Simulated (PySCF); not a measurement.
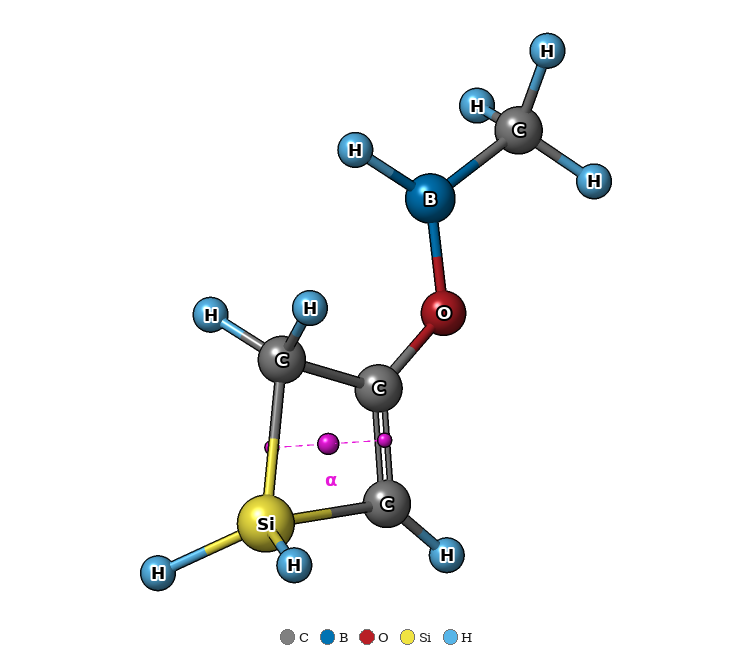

The small points mark where nucleus-independent chemical shifts (NICS) were computed: at the centre of each lettered ring and 1 Å above and below it. The geometry was computed by an optimisation with GFN2-xTB. No frequency run is at hand to confirm it as a minimum. Method: GIAO PBE0/pcSseg-1 NMR shielding, non-relativistic, gas phase (PySCF 2.14.0).

Give NICS(0), NICS(1) and the out-of-plane component NICS(1)zz for each ring (means of the two sides).

```
ring  members  NICS(0)  NICS(1)  NICS(1)zz
   α     C3Si     −3.8     −2.9        1.0
```

Values in ppm.

The geometry is semi-empirical. Around B, Si such bond lengths and angles can be off by a tenth of an ångström or more and by several degrees, and values that hang on the shape move with them.
